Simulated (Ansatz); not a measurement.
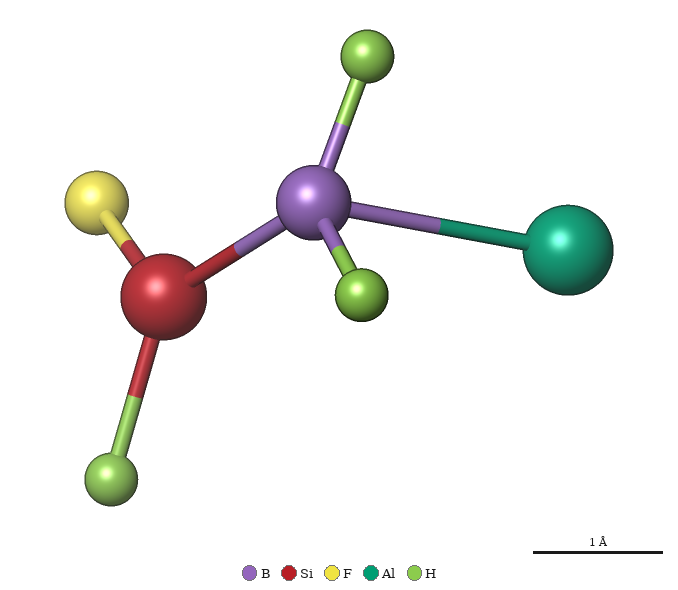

The picture shows a molecular structure as a ball-and-stick model. Every bond is drawn as one stick, whatever its order.

Give the formula.

AlBFH3Si, 7 atoms: 1 aluminium, 1 boron, 1 fluorine, 3 hydrogen and 1 silicon.

Give the symmetry (Schoenflies symbol).

C1.

How many atoms are distinct by symmetry?

7: 1 B, 1 Si, 1 F, 1 Al, 1 H, 1 H, 1 H.

How many bonds of each kind are drawn?

2 B–H, 1 B–Si, 1 F–Si, 1 Si–H, 1 Al–B. Sticks follow a distance rule.

More results for the same structure follow; atom numbers are the same in all pictures, views and colours differ. The computed structure is the end point of a PBE0-D4/def2-TZVP optimisation. No frequency run is at hand to confirm it as a minimum.

### Electronic properties

No frequency run is at hand to confirm it as a minimum. Properties computed with RKS PBE0-D4/def2-TZVPP (Ansatz 0.2.0).

What does the calculation give?

- HOMO energy (Kohn–Sham orbital): −5.56 eV
- LUMO energy (Kohn–Sham orbital): −1.90 eV
- HOMO–LUMO gap: 3.66 eV
- dispersion correction: −15.8 kJ/mol

### Dipole moment

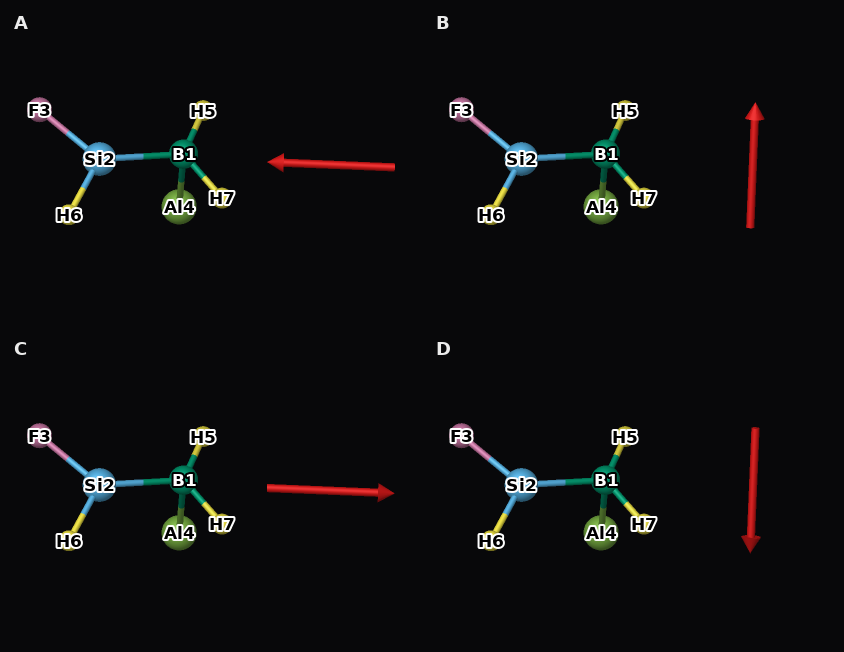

The same molecule four times, each with an arrow. No frequency run is at hand to confirm it as a minimum. Properties computed with RKS PBE0-D4/def2-TZVP (Ansatz 0.2.0).

Which arrow points along the dipole moment, from the negative to the positive end?

D. The dipole moment is 1.23 D; it points from the side of F3, H5 to the side of Al4 (the outermost atoms at the two ends).

### Charges

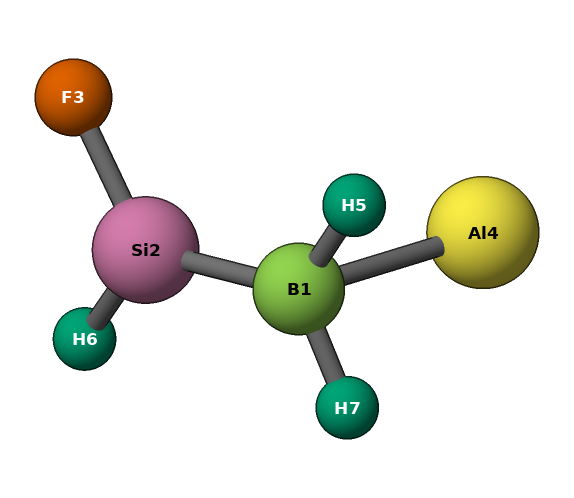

The questions are on Mulliken charges. No frequency run is at hand to confirm it as a minimum. Level of theory: RKS PBE0-D4/def2-TZVP (Ansatz 0.2.0).

Give the Mulliken charges atom by atom.

```
atom  value (e)
  B1      −0.31
 Si2       0.35
  F3      −0.30
 Al4       0.17
  H5       0.06
  H6      −0.01
  H7       0.05
```

Mulliken values depend strongly on the basis set and can even reverse the polarity of a bond.
